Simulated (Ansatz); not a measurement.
CH₆BCl: several calculations on one system

### Relaxation

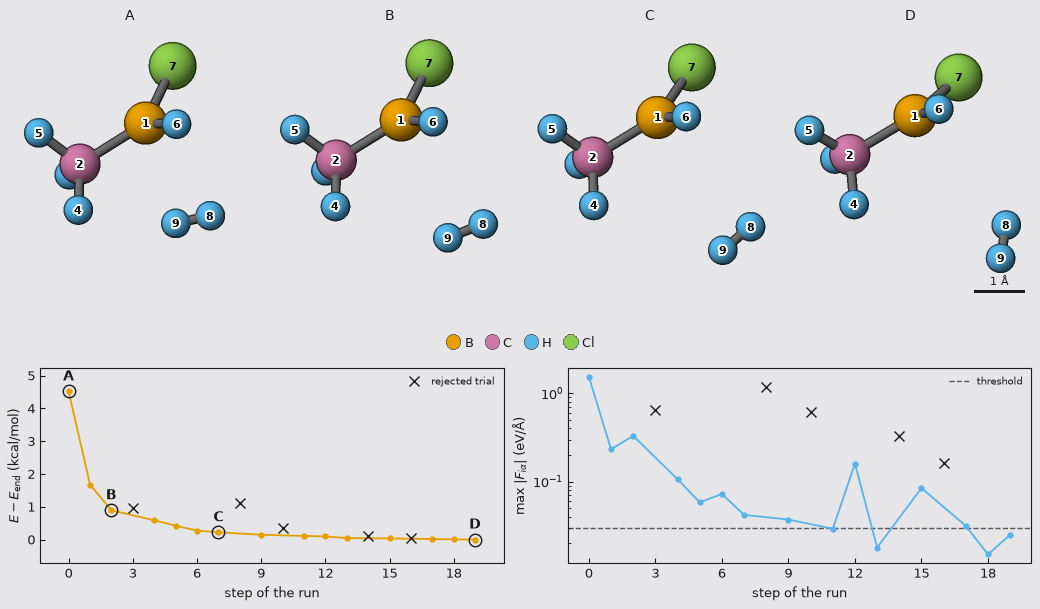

Frames of a relaxation of CH₆BCl, marked on the history of the run. A ball-and-stick model, seen face on.

The run prepares an end point of a later path (reaction) calculation, from a guessed geometry.

Level of theory: RKS B3LYP-D4/def2-SVP in Ansatz. Settings: no spin polarisation; force threshold 0.03 eV/Å; at most 50 steps.

Question: What happens along the run?

Answer: Over 14 accepted moves (19 points after the start) the energy falls by 4.52 kcal/mol. The largest force component goes from 1.6 to 0.025 eV/Å. The line search rejected the trial steps at points 3, 8, 10, 14, 16 of the run. The forces were under the threshold at step 11, but the run went on from there. An H atom moves most after the best rigid fit: 1.15 Å. Largest moves by element: H 1.15 Å, C 0.29 Å, B 0.27 Å, Cl 0.27 Å. Near-neighbour distances that change, for instance: H–H 0.718 → 0.762 Å, B–C 1.583 → 1.556 Å, B–H 1.200 → 1.205 Å, C–H 1.101 → 1.105 Å. Among the angles between lasting bonds that change: B–C–H 113.1° → 109.4°, H–C–H 106.4° → 108.9°, B–C–H 106.6° → 108.6°. Groups turn about B–C by about 25°. Cost: 110 s on 1 thread of AMD EPYC 7571, with other jobs on the host, peak memory 0.15 GiB. From step 0 to 2: an H atom moves most (0.39 Å), energy −3.62 kcal/mol. From step 2 to 7: an H atom moves most (0.39 Å), energy −0.67 kcal/mol. From step 7 to 19: an H atom moves most (0.39 Å), energy −0.22 kcal/mol.

Limits of the set-up: the start holds two separate molecules, 2.2 Å apart at their closest, whose relative position is a soft coordinate.

### Relaxation

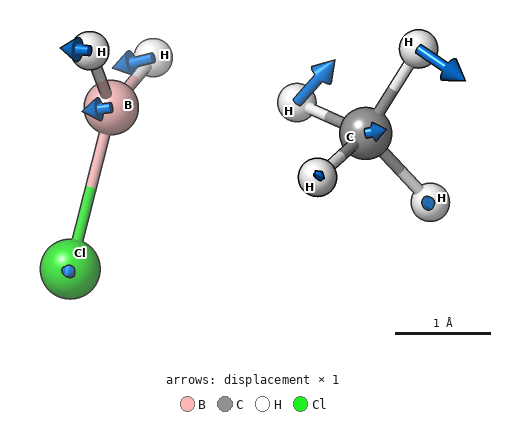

A relaxation of CH6BCl. The starting structure is drawn; blue arrows show the displacements, at their true length. The two geometries are superimposed by the best rigid fit.

A ball-and-stick model, seen at a tilt.

The run prepares an end point of a later path (reaction) calculation, from a guessed geometry.

These are results of RKS B3LYP-D4/def2-SVP (Ansatz), not measurements. Set-up: no spin polarisation; force threshold 0.03 eV/Å; at most 50 steps.

Q: Atoms of which element are displaced furthest, and by how much?

A: Hydrogen: up to 0.66 Å, against 0.35 Å for boron.

Q: What did the optimiser do to the structure, and how much energy did it gain?

A: The largest moves after the best rigid fit, 0.66 Å, are those of H atoms. By element the largest moves are H 0.66 Å, B 0.35 Å, C 0.24 Å, Cl 0.14 Å. Near-neighbour distances that change, for instance: B–Cl 1.756 → 1.748 Å, C–H 1.108 → 1.100 Å, B–H 1.194 → 1.200 Å. After 14 accepted moves (17 points after the start) the energy has fallen by 12.2 kJ/mol. The largest force component goes from 0.35 to 0.011 eV/Å. The line search rejected the trial steps at points 11, 13, 15 of the run. The forces were under the threshold at step 10, but the run went on from there.

### Path

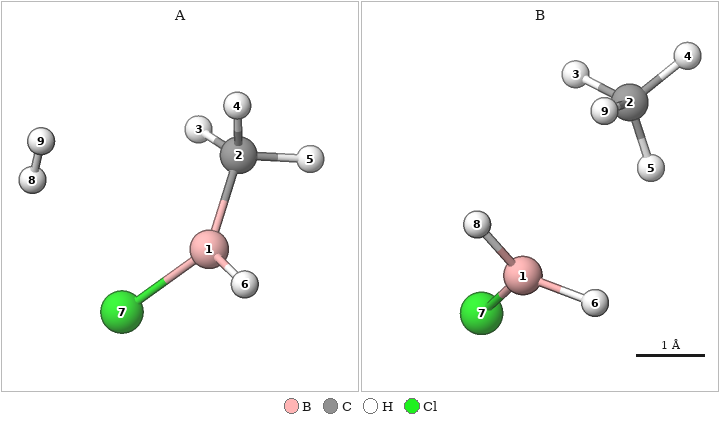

The two relaxed end points of a path for CH6BCl, made up at the start of CH4BCl and H₂. A ball-and-stick model, seen at a tilt.

Theory: RKS B3LYP-D4/def2-SVP (Ansatz).

Settings: 5 movable images; climbing image; force threshold 0.03 eV/Å; iteration limit 46.

Start:
```xyz
9

B     0.0032    0.3887    0.3433
C    -0.0359    0.5029    1.8944
H    -1.0297    0.3763    2.3464
H     0.6628   -0.2319    2.3342
H     0.3672    1.4915    2.1860
H     1.0301    0.4538   -0.2837
Cl   -1.4658    0.1710   -0.6115
H    -0.4849   -2.6734    0.2922
H     0.0224   -3.0509    0.7166
```

End:
```xyz
9

B    -0.2067   -0.6377   -0.8141
C     0.0698   -0.0841    2.5052
H    -0.9764   -0.1633    2.8334
H     0.7339   -0.0673    3.3814
H     0.2013    0.8403    1.9265
H     0.9225   -0.2531   -0.9453
Cl   -1.4977    0.5358   -0.9209
H    -0.4987   -1.7874   -0.6299
H     0.3214   -0.9551    1.8817
```

> Predict the minimum-energy path and its barrier.

The highest point, image 3, lies 111.9 kJ/mol above the start and 125.4 kJ/mol above the end; the end is at −13.5 kJ/mol relative to the start. Breaking: B1–C2 (1.56 → 1.77 at the top → 3.38 Å), H8–H9 (0.76 → 1.10 at the top → 2.77 Å). Forming: B1–H8 (3.10 → 1.30 at the top → 1.20 Å), C2–H9 (3.74 → 1.45 at the top → 1.10 Å). The band converged in 22 iterations, with a climbing image at the top. At the top, the vibrational analysis gives one imaginary mode (1139i cm⁻¹), as a transition state must have.

Energies of the converged images:

```csv
image,path (Å),E (kJ/mol)
0,0.00,0.0
1,0.95,2.6
2,1.89,26.5
3,2.84,111.9
4,3.71,14.0
5,4.59,-11.2
6,5.47,-13.5
```

The geometry at the top of the path:

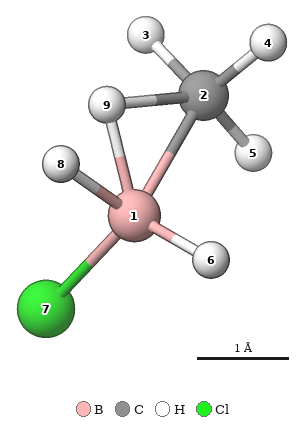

Limits of the set-up: the start holds two separate molecules, 3.1 Å apart at their closest, whose relative position is a soft coordinate.

The run took 9.3 min on 1 thread of AMD EPYC 7571, on a shared host, peak memory 0.18 GiB.
